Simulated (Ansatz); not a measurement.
# SnO2, pressure series

Base system: SnO₂ in the rutile structure (space group P4_2/mnm, No. 136).

Space group P4₂/mnm (No. 136); a = b = 4.7599 Å, c = 3.2008 Å, α = β = γ = 90.00°

```csv
atom,site,symmetry,x,y,z
Sn,2a,m.mm,0.0000,0.0000,0.0000
O,4f,m.2m,0.3059,0.3059,0.0000
```

Cell and atoms are relaxed at each pressure.

Calculations: Kohn–Sham DFT with the r2SCAN functional, run in Ansatz (a quantum-chemistry and plane-wave program) with PAW and 500 eV plane waves, scalar-relativistic without spin-orbit coupling.

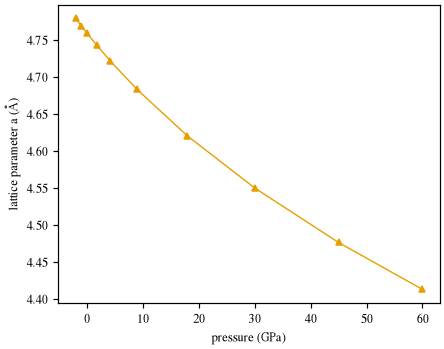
Lattice parameter a against pressure

Q: From the plot, what is the lattice parameter a for pressure 9 GPa?

A: About 4.68 Å.

Q: Is the trend monotonic over the range shown?

A: Yes, it falls throughout, spanning 4.413 Å to 4.780 Å.

Load acts through the strain it causes; cell and atoms are relaxed under it. Stability against distortions was not tested. Competing high-pressure phases were not computed.
